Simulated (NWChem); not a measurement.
# One shape, several levels: quartet C2H5O

Aim: a comparison of 4 runs (UPBE/aug-cc-pVDZ, U-revPBE/aug-cc-pVDZ, UBLYP/aug-cc-pVDZ, UTPSS/aug-cc-pVDZ) of quartet C2H5O. 

Program for the calculation: NWChem 7.3.0.

**1. The molecule**

C2H5O: 8 atoms, total charge 0, spin state quartet. SMILES of the parent species: `CC[O]`. The coordinates come from a PBE0-D4/def2-TZVP relaxation. That shape belongs to the parent species and isn't relaxed for this state.

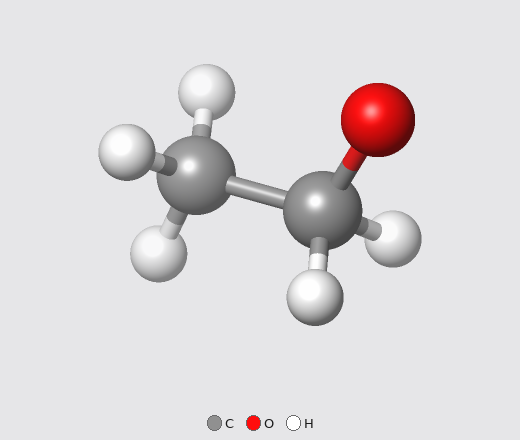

Viewed from a chosen angle; carbon grey, oxygen red, hydrogen white.

**2. The energy at UPBE/aug-cc-pVDZ (run 1)**

Input file m1.xyz:

```xyz
8

C     -0.448800     0.594100    -0.264500
C      0.392800    -0.560600     0.239800
O      1.676500    -0.263400     0.560000
H     -1.464700     0.263300    -0.495200
H     -0.010900     1.018500    -1.170000
H     -0.505800     1.382200     0.488700
H      0.422200    -1.394700    -0.489000
H     -0.061300    -1.039300     1.130100
```

Input file run.py:

```python
from ase.io import read
from ase.calculators.nwchem import NWChem

molecule = read('m1.xyz')

calc = NWChem(
    label='m1',
    theory='dft',
    memory='2200 mb',
    basis='aug-cc-pVDZ',
    basispar='spherical bse',
    dft={'xc': 'xpbe96 cpbe96', 'mult': '4', 'grid': 'fine', 'convergence': 'energy 1e-08', 'iterations': '100', 'mulliken': None, 'print': 'low'},
    task='energy',
)
molecule.calc = calc

e = molecule.get_potential_energy()
print(f"E = {e:.6f} eV")
```

Run with:

```console
$ export ASE_NWCHEM_COMMAND="nwchem PREFIX.nwi > PREFIX.nwo"
$ python run.py
```

Standard output:

```text
E = -4189.658236 eV
```

The calculator wrote m1.nwi:

```
title "m1"

permanent_dir m1

scratch_dir m1

start m1

geometry units angstrom nocenter noautosym noautoz
  C  -4.4879999999999998e-01 5.9409999999999996e-01 -2.6450000000000001e-01
  C  3.9279999999999998e-01 -5.6059999999999999e-01 2.3980000000000001e-01
  O  1.6765000000000001e+00 -2.6340000000000002e-01 5.6000000000000005e-01
  H  -1.4646999999999999e+00 2.6329999999999998e-01 -4.9519999999999997e-01
  H  -1.0900000000000000e-02 1.0185000000000000e+00 -1.1699999999999999e+00
  H  -5.0580000000000003e-01 1.3822000000000001e+00 4.8870000000000002e-01
  H  4.2220000000000002e-01 -1.3947000000000001e+00 -4.8899999999999999e-01
  H  -6.1300000000000000e-02 -1.0392999999999999e+00 1.1301000000000001e+00
end

memory 2200 mb

basis spherical bse noprint
   * library aug-cc-pVDZ
end

dft
  xc xpbe96 cpbe96
  mult 4
  grid fine
  convergence energy 1e-08
  iterations 100
  mulliken
  print low
end

task dft energy
```

m1.nwo:

```text
Northwest Computational Chemistry Package (NWChem) 7.3.0
             --------------------------------------------------------

           Job information
           ---------------

    nwchem branch   = 7.3.0
    use scalapack   = T
    input           = m1.nwi
    prefix          = m1.
    data base       = m1/m1.db
    status          = startup
    nproc           =        1

           Memory information
           ------------------

[... 5 lines left out ...]
    hardfail = no
[... 38 lines left out ...]
            Nuclear Dipole moment (a.u.)
[... 105 lines left out ...]
         Total DFT energy =     -153.967101575083
[... 1 line left out ...]
           Coulomb energy =      145.626275397823
[... 1 line left out ...]
 Nuclear repulsion energy =       74.512148021064
[... 45 lines left out ...]
    Atom       Charge   Shell Charges
 -----------   ------   -------------------------------------------------------
    1 C    6     0.22   0.00  0.01  0.00  0.02  0.11  0.01  0.03  0.01  0.03
    2 C    6     0.43  -0.00  0.01  0.00  0.04  0.14  0.01  0.01  0.08  0.12
    3 O    8     1.29   0.00  0.02  0.00  0.00  0.93  0.30  0.01 -0.00  0.03
[... 4 lines of this table left out ...]
    8 H    1     0.37   0.10  0.02  0.20  0.01  0.04

     --------------------------
     Expectation value of S2:
     --------------------------
      <S2> =      3.7550 (Exact =     3.7500)

 Task  times  cpu:       51.6s     wall:       51.6s
 Total times  cpu:       51.6s     wall:       51.6s
```

Run time: 53 s. Hardware: 1 thread of Intel Xeon Platinum 8375C at 2.90GHz (Ice Lake), shared host; peak memory 0.12 GiB.

**3. A single-point energy at U-revPBE/aug-cc-pVDZ (run 2)**

Input file run.xyz:

```xyz
8
C2H5O revPBE
C     -0.448800     0.594100    -0.264500
C      0.392800    -0.560600     0.239800
O      1.676500    -0.263400     0.560000
H     -1.464700     0.263300    -0.495200
H     -0.010900     1.018500    -1.170000
H     -0.505800     1.382200     0.488700
H      0.422200    -1.394700    -0.489000
H     -0.061300    -1.039300     1.130100
```

Input file run.nw:

```
START run
TITLE "C2H5O revPBE"
memory 2200 mb
charge 0

GEOMETRY units angstrom noautosym nocenter noautoz
  load run.xyz
END

BASIS spherical bse
  C library aug-cc-pVDZ
  O library aug-cc-pVDZ
  H library aug-cc-pVDZ
END

DFT
  xc revpbe cpbe96
  mult 4
  grid fine
  convergence energy 1e-08
  iterations 100
  mulliken
END

TASK dft energy
```

Run with:

```console
$ nwchem run.nw > run.out
```

Standard output:

```text
[...]
          Wavefunction type:  spin polarized.
          No. of atoms     :     8
          No. of electrons :    25
[...]
          Charge           :     0
          Spin multiplicity:     4
[...]
          AO basis - number of functions:   114
[...]
              XC Information
              --------------
                        RevPBE Exchange Functional  1.000
            Perdew 1991 LDA Correlation Functional  1.000 local
           PerdewBurkeErnz. Correlation Functional  1.000 non-local
[...]
 d= 0,ls=0.0,diis     1   -153.9999514490 -2.29D+02  1.20D-01  1.99D-01     4.7
[...]
 d= 0,ls=0.0,diis    14   -154.1144572630 -6.17D-10  4.10D-06  4.29D-11    65.7
[...]
         Total DFT energy =     -154.114457263018
      One electron energy =     -353.233003550284
           Coulomb energy =      145.581104952368
    Exchange-Corr. energy =      -20.974706686165
 Nuclear repulsion energy =       74.512148021064
[...]
      Total Density - Mulliken Population Analysis
     ---------------------------------------------
    Atom       Charge   Shell Charges
 -----------   ------   -------------------------------------------------------
    1 C    6     4.89   2.02  0.67  0.30 -0.36  2.13  0.17 -0.02  0.04 -0.05
    2 C    6     5.07   2.02  0.70  0.27  0.05  2.08 -0.01 -0.12  0.10 -0.01
    3 O    8     8.10   2.01  0.91  1.08  0.04  2.61  1.36  0.03  0.01  0.05
    4 H    1     1.16   0.76  0.38  0.05  0.03 -0.05
    5 H    1     1.21   0.76  0.36  0.10  0.03 -0.04
    6 H    1     1.21   0.76  0.36  0.10  0.03 -0.04
    7 H    1     1.68   0.70  0.40  0.54  0.03 -0.00
    8 H    1     1.68   0.70  0.40  0.54  0.03 -0.00
[...]
      <S2> =      3.7553 (Exact =     3.7500)
[...]
```

Run time: 66 s. Hardware: 1 thread of Intel Xeon Platinum 8375C at 2.90GHz (Ice Lake), shared host; peak memory 0.12 GiB.

**4. The energy at UBLYP/aug-cc-pVDZ (run 3)**

Input file geom.nw:

```
start geom
title "C2H5O BLYP"
memory stack 880 mb heap 220 mb global 1100 mb

geometry units atomic noautosym nocenter noautoz
 C   -0.84810908   1.12268629  -0.49983256
 C    0.74228442  -1.05938047   0.45315632
 O    3.16812585  -0.49775386   1.05824663
 H   -2.76788185   0.49756489  -0.93579238
 H   -0.02059801   1.92468606  -2.21097957
 H   -0.95582347   2.61197945   0.92350916
 H    0.79784237  -2.63560103  -0.92407607
 H   -0.11584021  -1.96399236   2.13557949
end

basis spherical bse
 * library aug-cc-pVDZ
end

dft
 xc becke88 lyp
 mult 4
 grid fine
 convergence energy 1e-08
 iterations 100
 mulliken
 noprint "final vectors analysis"
end

task dft energy
```

Run with:

```console
$ nwchem geom.nw > geom.out
```

Standard output:

```text
[...]
          Wavefunction type:  spin polarized.
          No. of atoms     :     8
          No. of electrons :    25
[...]
          Charge           :     0
          Spin multiplicity:     4
[...]
          AO basis - number of functions:   114
[...]
              XC Information
              --------------
                    Becke 1988 Exchange Functional  1.000
              Lee-Yang-Parr Correlation Functional  1.000
[...]
 d= 0,ls=0.0,diis     1   -153.9775759801 -2.28D+02  1.21D-01  2.27D-01     4.5
[...]
 d= 0,ls=0.0,diis    14   -154.0982468269 -1.22D-09  7.43D-07  5.84D-12    70.8
[...]
         Total DFT energy =     -154.098246826886
      One electron energy =     -353.303062911256
           Coulomb energy =      145.656806588255
    Exchange-Corr. energy =      -20.964133134904
 Nuclear repulsion energy =       74.512142631018
[...]
      Total Density - Mulliken Population Analysis
     ---------------------------------------------
    Atom       Charge   Shell Charges
 -----------   ------   -------------------------------------------------------
    1 C    6     4.66   2.02  0.68  0.17 -0.25  2.16 -0.09 -0.02  0.04 -0.06
    2 C    6     4.60   2.02  0.71  0.17 -0.27  2.11 -0.14 -0.13  0.10  0.02
    3 O    8     8.09   2.01  0.91  1.05  0.08  2.63  1.31  0.03  0.01  0.04
    4 H    1     1.32   0.76  0.51  0.08  0.03 -0.05
    5 H    1     1.37   0.76  0.48  0.13  0.03 -0.04
    6 H    1     1.36   0.76  0.48  0.13  0.03 -0.04
    7 H    1     1.79   0.71  0.55  0.51  0.03 -0.00
    8 H    1     1.80   0.71  0.55  0.51  0.03 -0.00
[...]
      <S2> =      3.7553 (Exact =     3.7500)
[...]
```

Wall time 71 s (1 thread of Intel Xeon Platinum 8375C at 2.90GHz (Ice Lake), shared host); peak memory 0.12 GiB.

**5. The energy at UTPSS/aug-cc-pVDZ (run 4)**

Input file a.nw:

```
start a
title "C2H5O"
memory 2200 mb

geometry units angstroms noautosym nocenter noautoz
   C     -0.448800     0.594100    -0.264500
   C      0.392800    -0.560600     0.239800
   O      1.676500    -0.263400     0.560000
   H     -1.464700     0.263300    -0.495200
   H     -0.010900     1.018500    -1.170000
   H     -0.505800     1.382200     0.488700
   H      0.422200    -1.394700    -0.489000
   H     -0.061300    -1.039300     1.130100
end

basis spherical bse
   * library aug-cc-pVDZ
end

dft
   xc xtpss03 ctpss03
   mult 4
   grid fine
   convergence energy 1e-08
   maxiter 100
   mulliken
   print medium
end

task dft energy
```

Run with:

```console
$ nwchem a.nw > a.out
```

Standard output:

```text
[...]
          Wavefunction type:  spin polarized.
          No. of atoms     :     8
          No. of electrons :    25
[...]
          Charge           :     0
          Spin multiplicity:     4
[...]
          AO basis - number of functions:   114
[...]
              XC Information
              --------------
                  TPSS metaGGA Exchange Functional  1.000
             TPSS03 metaGGA Correlation Functional  1.000
[...]
 d= 0,ls=0.0,diis     1   -154.0623681848 -2.29D+02  1.20D-01  1.87D-01     5.6
[...]
 d= 0,ls=0.0,diis    13   -154.1789337004 -5.36D-09  6.87D-06  5.09D-10    88.0
[...]
         Total DFT energy =     -154.178933700429
      One electron energy =     -353.184638101364
           Coulomb energy =      145.548447527843
    Exchange-Corr. energy =      -21.054891147971
 Nuclear repulsion energy =       74.512148021064
[...]
      Total Density - Mulliken Population Analysis
     ---------------------------------------------
    Atom       Charge   Shell Charges
 -----------   ------   -------------------------------------------------------
    1 C    6     4.94   2.02  0.68  0.26 -0.40  2.12  0.28 -0.02  0.05 -0.04
    2 C    6     5.23   2.02  0.70  0.25  0.13  2.08  0.07 -0.12  0.11 -0.01
    3 O    8     8.06   2.01  0.92  1.08  0.01  2.61  1.36  0.02  0.01  0.04
    4 H    1     1.11   0.76  0.34  0.03  0.03 -0.05
    5 H    1     1.19   0.76  0.34  0.10  0.03 -0.04
    6 H    1     1.19   0.76  0.34  0.10  0.03 -0.04
    7 H    1     1.65   0.70  0.35  0.56  0.03  0.00
    8 H    1     1.65   0.70  0.35  0.56  0.03  0.00
[...]
      <S2> =      3.7571 (Exact =     3.7500)
[...]
```

It took 89 s on 1 thread of Intel Xeon Platinum 8375C at 2.90GHz (Ice Lake), shared host; peak memory 0.12 GiB.

**6. Overview of the runs**

```tsv
run	level	energy (Eh)	⟨S²⟩	wall time
1	UPBE/aug-cc-pVDZ	-153.967102	3.755	53 s
2	U-revPBE/aug-cc-pVDZ	-154.114457	3.755	66 s
3	UBLYP/aug-cc-pVDZ	-154.098247	3.755	71 s
4	UTPSS/aug-cc-pVDZ	-154.178934	3.757	89 s
```

**7. Summary of results**

```
                                 quantity          value
                      run 4: total energy  -154.17893 Eh
                     run 4: dipole moment         3.32 D
run 4: HOMO energy (highest over α and β)       -1.84 eV
                              run 4: ⟨S²⟩          3.757
```

**Reading.** Over runs 2, 3, 4 the dipole moment (its size) runs from 2.52 D (UBLYP/aug-cc-pVDZ) to 3.32 D (UTPSS/aug-cc-pVDZ). Totals of different functionals can't be ranked against each other. All runs together took 4.7 min, the longest 89 s.
